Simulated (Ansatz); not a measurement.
## Electronic structure of CH$_{2}$AlClF (SMILES [CH2-][Al]([F])[Cl]) (charge −1, triplet) in real space

The calculation's input:

```
basis:
  gaussian:
    orbitals: def2-TZVPD
crystal:
  periodic: [false, false, false]
  atoms:
    - symbol: C
      position_ang: [-0.530093, 0.253111, 1.214430]
    - symbol: Al
      position_ang: [-0.178804, -0.995507, -0.283136]
    - symbol: Cl
      position_ang: [-1.790366, -2.577375, -0.232035]
    - symbol: F
      position_ang: [-0.382774, -0.184428, -1.803462]
    - symbol: H
      position_ang: [0.148891, 0.434591, 2.060910]
    - symbol: H
      position_ang: [-1.470313, 0.820609, 1.322112]
total_charge: -1
magnetization:
  spin_polarized: true
  initial_magnetization: 2
hamiltonian:
  xc: {name: PBE0}
output: {forces: true, orbitals: {seedname: orbitals}}
```

Run with:

```sh
ansatz run input.yaml --threads 2 --pin off --max-ram 4350MiB --events-out events.jsonl --progress --plain --runs-dir runs
```

Geometry: PBE0-D3(BJ)/def2-SVPD.

Level of theory: isolated molecule in a Gaussian basis; Kohn-Sham density functional theory, functional PBE0 (Ansatz 0.2.0).

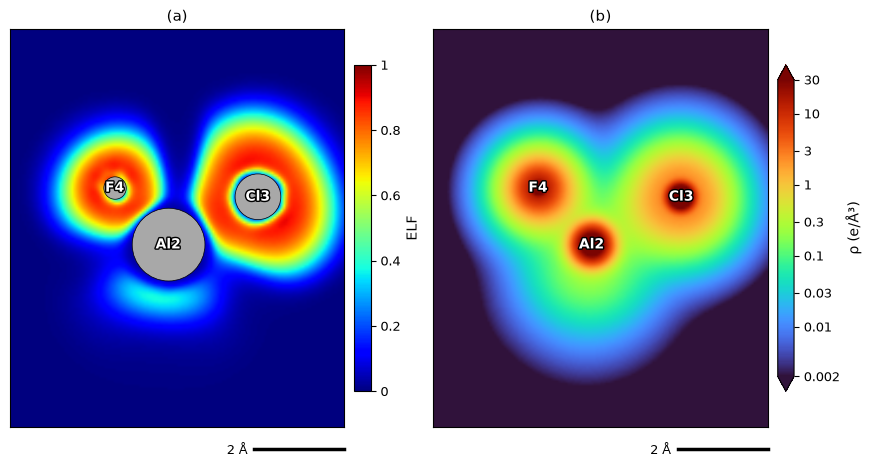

Figure 1. (a) electron localisation function; (b) electron density on the plane of atoms Cl3, Al2 and F4. Grey discs cover the atomic cores in the ELF map.

### Read the bonding off the picture.

The section cuts through Al, Cl and F sites.
Al–F (1.74 Å): the density is about 0.72 e/Å³ at the midpoint; the ELF peaks at about 0.85 in the valence shell of F, 0.6 Å from its nucleus, and is about 0.35 at the midpoint.
Al–Cl (2.26 Å): the density is about 0.54 e/Å³ at the midpoint; the ELF peaks at about 0.85 in the valence shell of Cl, 0.9 Å from its nucleus, and is about 0.80 at the midpoint.
The ELF also peaks beside Cl3 and F4, away from the bonds: non-bonding electrons, paired or unpaired.

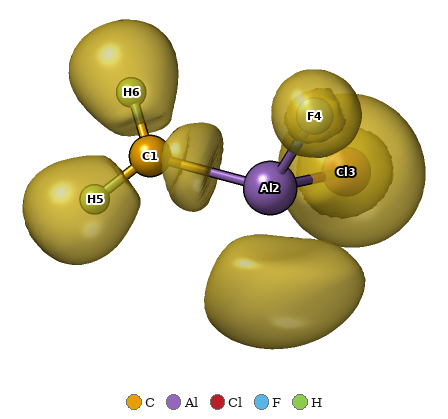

Figure 2. Isosurface of the ELF at 0.8 (yellow), seen from one side. Core shells and regions of very low density are left out.

### Identify the bonds, lone pairs and shells in this picture.

At this value the surface marks out two regions around hydrogen nuclei, one lobe of the valence shell of C pointing towards Al (polar bonds), one region on Cl in which the atom's valence shell and bonds are merged, one lobe on Al, pointing away from the bonds (non-bonding electrons) and one region wrapped around F (its valence shell). Profiles from the grid: C–Al (1.98 Å): the ELF peaks at about 0.95 between the atoms, as expected for a polar covalent bond.

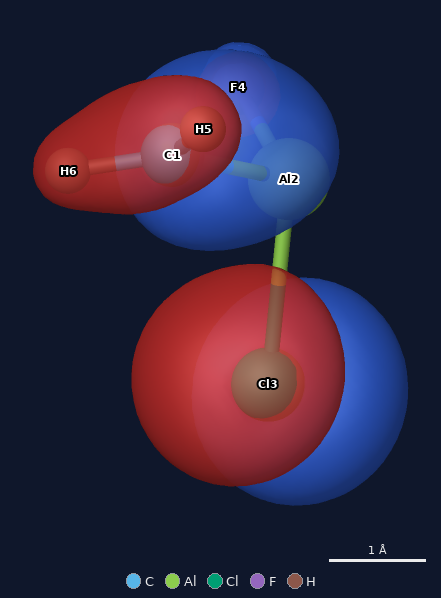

Figure 3. The HOMO (β) at ±0.1 Å⁻³ᐟ² (blue and red are the two phases), seen at an oblique angle.

### What is the character of this orbital?

By Hirshfeld shares it lies mainly on Cl3 (about 60 %), C1 (about 20 %) and Al2 (about 10 %). Its energy is −3.74 eV.
